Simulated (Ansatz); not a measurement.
## Electronic structure of C$_{2}$H$_{2}$F$_{3}$Ga (SMILES F/C=[CH]/[Ga]([F])[F]) in real space

```xyz
8

C    -2.6373    1.6680   -0.7663
C    -2.0637    0.4988   -0.4710
F    -3.8623    1.9820   -0.3845
F     0.5315    1.4275   -2.0192
F     0.6679   -1.2407   -0.8418
Ga   -0.2880    0.1924   -1.0938
H    -2.1672    2.4738   -1.3424
H    -2.6253   -0.2368    0.1119
```

Geometry: PBE0-D3(BJ)/def2-SVP.

Computed with Ansatz 0.2.0, isolated molecule in a Gaussian basis; Kohn-Sham density functional theory, functional PBE0.

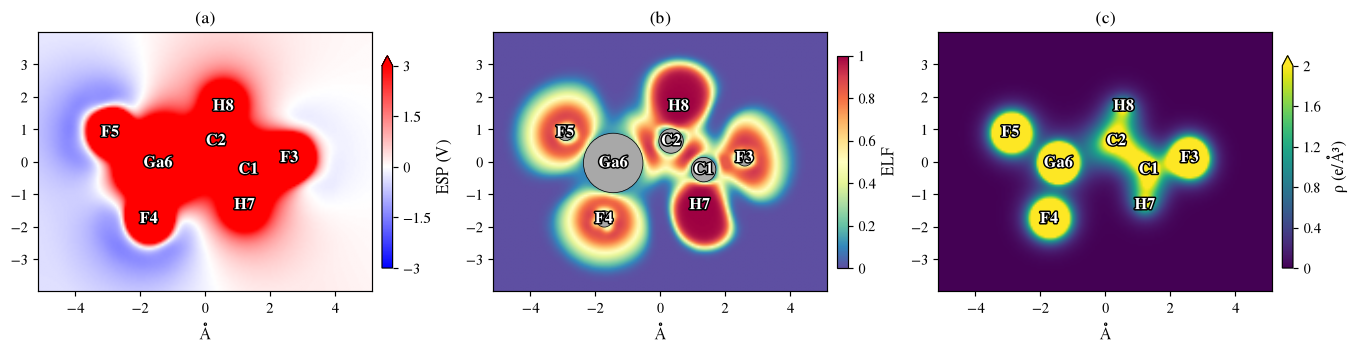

Figure 1. (a) electrostatic potential; (b) ELF; (c) total electron density on the molecular plane. Grey discs cover the atomic cores in the ELF map.

### Describe what can be read from this map.

- The plane passes through C, F, Ga and H nuclei.
- C–F (1.32 Å): ρ is about 2.4 e/Å³ halfway; the ELF peaks at about 0.85 between the atoms (a shared but strongly polarised pair).
- C–C (1.34 Å): the density is about 2.3 e/Å³ at the midpoint; the ELF peaks at about 0.95 between the atoms (a short, multiple covalent bond).
- Ga–F (1.74 Å): the density is about 0.87 e/Å³ at the midpoint; the ELF peaks at about 0.80 in the valence shell of F, 0.5 Å from its nucleus, and is about 0.20 at the midpoint.
- C–Ga (1.91 Å): the density is about 0.86 e/Å³ at the midpoint; the ELF peaks at about 0.90 in the valence shell of C, 0.7 Å from its nucleus, and is about 0.55 at the midpoint.
- C–H (1.09 Å): ρ is about 1.9 e/Å³ halfway; the ELF climbs to about 1 towards the hydrogen, as it does in any bond to H: an ordinary covalent bond to hydrogen.
- The ELF also peaks beside F4, F3 and F5, away from the bonds: lone-pair regions.
- Outside the dense part of the molecule the potential is most negative (−1.4 V) near F4.

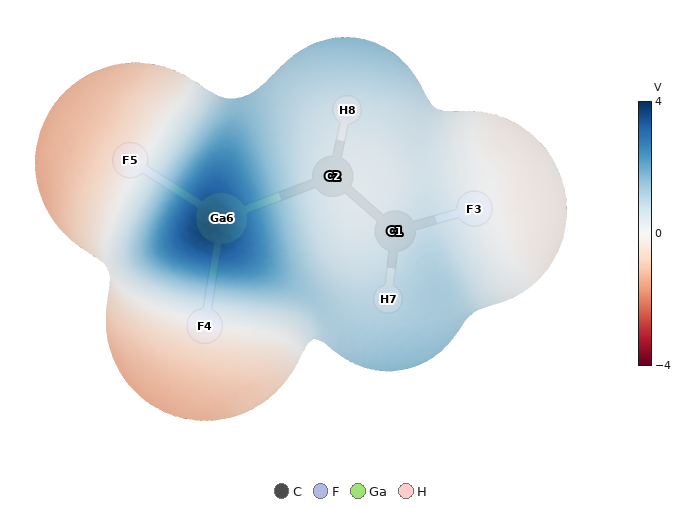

Figure 2. The molecular electrostatic potential painted on the density surface at 0.002 e/bohr³, seen across its widest extent; red is negative and blue positive.

### Describe the electrostatic potential map.

The most negative region (about −1.3 V, or −30 kcal/mol for a unit charge) lies over F4 and F5, the most positive (about +3.6 V, or +83 kcal/mol for a unit charge) over Ga6.

### How polar is the molecule by this calculation?

Its dipole moment is 2.36 D.

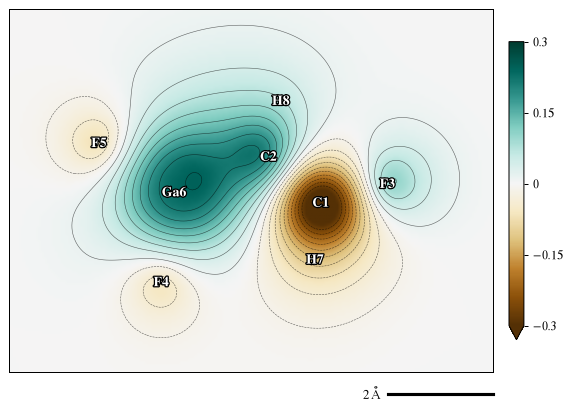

Figure 3. One frontier orbital on a plane 0.8 Å above the molecular plane (values in Å⁻³ᐟ²; the overall sign is arbitrary).

### Which orbital is it: HOMO or LUMO?

The LUMO, at −1.78 eV. Its weight (Hirshfeld) is mainly on Ga6 (about 40 %), C1 (about 25 %) and C2 (about 15 %); it changes sign across the molecular plane (π type); π-bonding across C2–Ga6; π-antibonding (a node) across C1–C2.
